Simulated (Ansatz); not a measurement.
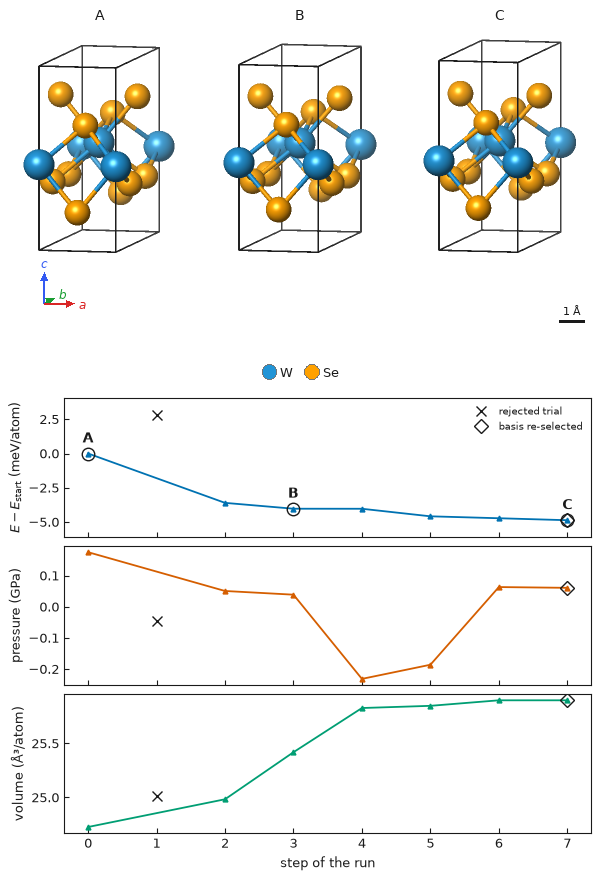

Frames of a relaxation of a crystal of WSe₃ (a generated structure, set up in Pmmn) (coarse preliminary run), marked on the history of the run. Style: ball-and-stick. Shown: the cell of the calculation, slightly off an axis.

Computed with Ansatz, DFT PBE, scalar-relativistic, plane waves, PAW. Settings: plane-wave cutoff 420 eV; k-point mesh 6 × 2 × 2; occupations gaussian; smearing width 0.1 eV; no spin polarisation; cell and atoms relaxed; force threshold 0.04 eV/Å; at most 70 steps.

### Describe the path.

The largest moves relative to the cell, 0.14 Å, are those of Se atoms. Largest moves by element: Se 0.14 Å, W 0.06 Å. The drawn cell changes as follows: a 3.263 → 3.343 Å (+2.5 %), b 7.914 → 7.857 Å (−0.7 %), c 7.660 → 7.888 Å (+3.0 %); the volume changes by +4.7 %. Some distances before and after: Se–W 2.651 → 2.646 Å. Among the angles between lasting bonds that change: W–Se–W 76.0° → 78.3°, W–Se–W 79.7° → 82.0°. The space group stays Pmmn (No. 59). After 5 accepted moves (7 points after the start) the energy has fallen by 4.9 meV per atom. Largest force component: 0.082 eV/Å at the start, 0.012 eV/Å at the end. Pressure: 0.18 GPa at the start and 0.06 GPa at the end. The line search rejected the trial step at point 1 of the run. At 1 point the geometry stayed and the basis and grid were re-selected for the new cell (energy shift of 0.1 meV per atom at most each time). From step 0 to 3: Se atoms move most (0.11 Å), volume +2.8 %, energy −4.0 meV per atom. From step 3 to 7: Se atoms move most (0.03 Å), volume +1.9 %, energy −0.8 meV per atom.

```tsv
step	E − E(0), meV/atom	largest force component, eV/Å	pressure, GPa	volume, Å³/atom	note
0	0.00	0.0820	0.18	24.727	
1	2.84	0.3912	-0.05	25.012	rejected
2	-3.60	0.0685	0.05	24.983	
3	-4.03	0.1270	0.04	25.419	
4	-4.03	0.2816	-0.23	25.828	
5	-4.58	0.0763	-0.19	25.848	
6	-4.72	0.0116	0.06	25.899	
7	-4.87	0.0117	0.06	25.899	same geometry, new basis
```

Limits of the set-up: the k-point mesh is coarse for a cell with partly filled bands.
